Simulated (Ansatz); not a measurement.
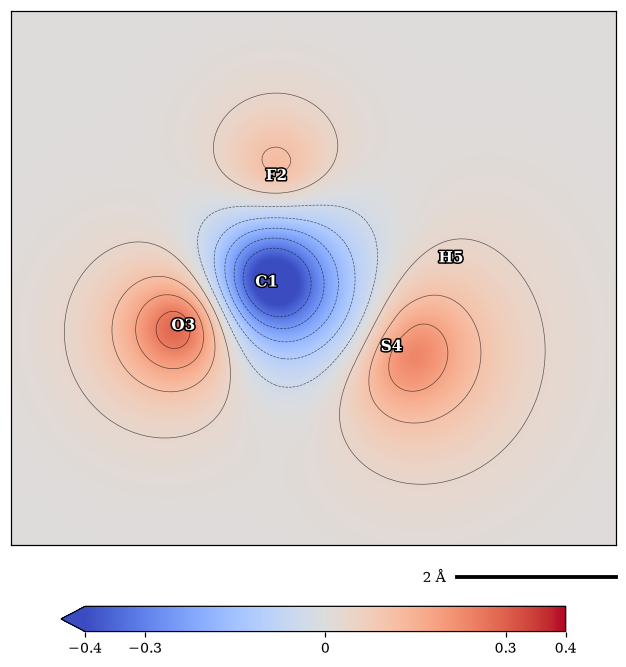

CHFOS (SMILES O=C(F)S). The LUMO on a plane 0.8 Å above the molecular plane (values in Å⁻³ᐟ²; the overall sign is arbitrary).

Geometry: B3LYP/6-31G*.

Computed with isolated molecule in a Gaussian basis; Kohn-Sham density functional theory, functional PBE0 in Ansatz.

```json
{"atom": "C", "x (Å)": "-2.7819", "y (Å)": "-1.5169", "z (Å)": "-1.1869"}
{"atom": "F", "x (Å)": "-1.5385", "y (Å)": "-1.0438", "z (Å)": "-1.4244"}
{"atom": "O", "x (Å)": "-3.5241", "y (Å)": "-1.8418", "z (Å)": "-2.0553"}
{"atom": "S", "x (Å)": "-3.1453", "y (Å)": "-1.5851", "z (Å)": "0.5520"}
{"atom": "H", "x (Å)": "-1.9579", "y (Å)": "-1.1059", "z (Å)": "0.9745"}
```

Question: Where does this orbital lie, and at what energy?

Answer: It lies mainly on C1 (about 40 %), O3 (about 30 %), S4 (about 20 %) and F2 (about 10 %); it changes sign across the molecular plane (π type); π-antibonding (a node) across C1–O3 and C1–S4. Its energy is −0.94 eV.
